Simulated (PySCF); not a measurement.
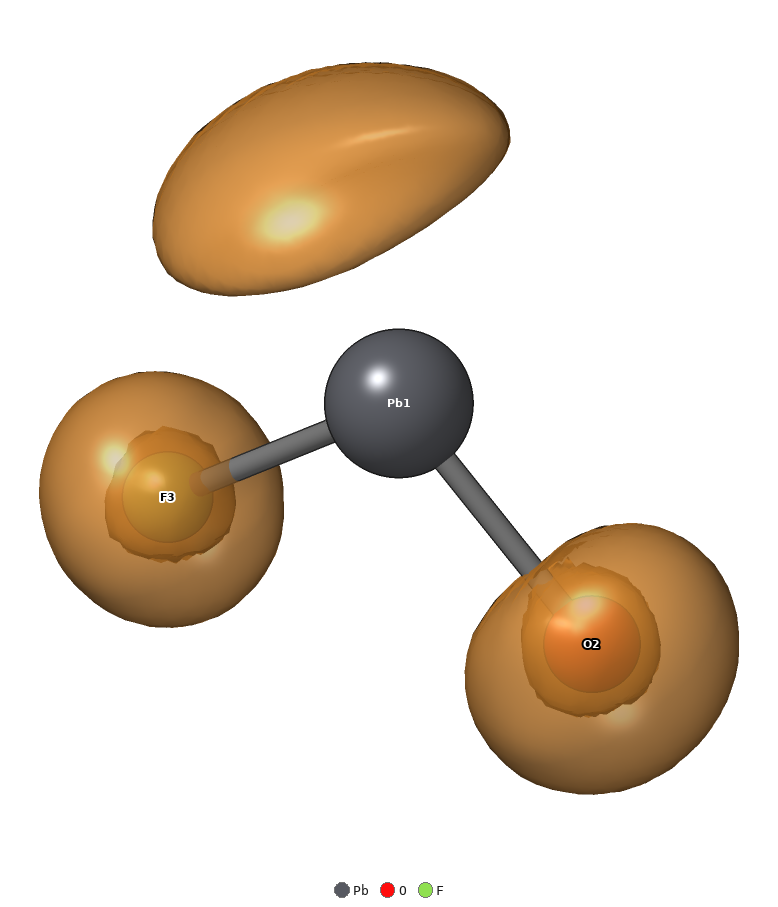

The picture shows: FOPb (charge −1). Isosurface of the electron localisation function at 0.75 (orange), seen at a tilt. Only the valence region is drawn (cores and ρ < 0.01 e/Å³ removed).

Core potentials replace the inner electrons of Pb.

These are results of PySCF 2.14.0, RKS PBE0, Pb def2-SVP with ECP60, O def2-SVP, F def2-SVP; non-relativistic Hamiltonian with scalar-relativistic core potentials where named; density fitting, not measurements.

Question: Where are the electrons localised?

Answer: The ELF exceeds this value in one lobe on Pb, pointing away from the bonds (lone pairs), one region wrapped around F (its valence shell) and one region wrapped around O (its valence shell). Along the contacts the grid gives the following. Pb–O (1.98 Å): the ELF peaks at about 0.80 in the valence shell of O, 0.6 Å from its nucleus, and drops to about 0.20 between the two atoms. Pb–F (2.15 Å): the ELF is about 0.15 at the midpoint.
